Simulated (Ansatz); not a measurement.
The starting structures come from a database of crystals and need not be the phases stable at ambient conditions.

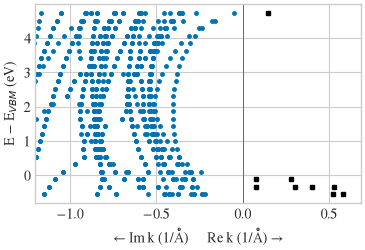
Fig. 1. Complex bands at the centre of the two-dimensional zone; PBEsol (Ansatz, a first-principles code)

The gap is the functional's own. No spin-orbit coupling. Mid-gap values are interpolated on the energy grid.

This is BaHf(BO$_{3}$)$_{2}$ (R3c, not sure to be the ambient phase, 20 atoms a cell, 13.4 Å³ an atom, -4 GPa at this level) along the normal of (101). Read off the slowest decay at the centre of the two-dimensional zone at 2.31 eV, the computed energy nearest the middle of the gap.

κ ≈ 0.40 1/Å, a decay length 1/(2κ) of the density of 1.2 Å.
